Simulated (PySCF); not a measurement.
Molecule: SMILES C[Si](C)(C)[SiH2]C(F)(F)F (C4H11F3Si2). Atoms near the plane z = 1.5 Å, at the GFN2-xTB optimised geometry (x, y, z in Å): C1 (1.9, -1.1, 0.0), Si2 (0.0, -1.1, 0.0), C3 (-0.7, -2.0, 1.5), Si5 (-0.9, 1.1, 0.0), C6 (-0.1, 2.0, 1.6), F7 (-0.3, 1.3, 2.7), F8 (-0.5, 3.3, 1.8), F9 (1.3, 2.1, 1.5), H11 (2.3, -0.5, 0.9), H12 (2.3, -2.1, 0.0), H13 (-1.8, -2.1, 1.5), H14 (-0.3, -3.0, 1.6), H15 (-0.4, -1.5, 2.5), H20 (-2.3, 1.4, 0.3).

Computed with PBE/def2-SVP run with PySCF 2.14.0. Cells within 0.4 Å of a nucleus heavier than hydrogen are left out (blank, or x). The values are rescaled to run from 0 to 1.

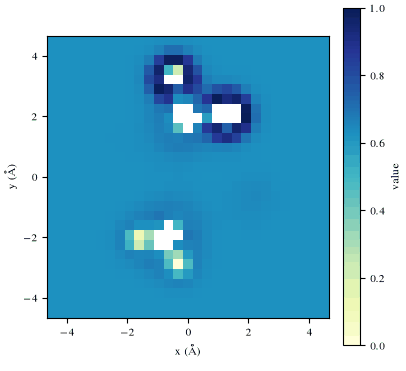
*a field on the plane z = 1.5 Å.*

Q: Which quantity is mapped?
A. deformation density (molecule minus spherical neutral atoms)
B. Laplacian of the electron density
C. an orbital amplitude
D. electron localisation function

A: B, Laplacian of the electron density. In full: Laplacian of the electron density (e/bohr⁵), clipped to [-1.50, 1.50].
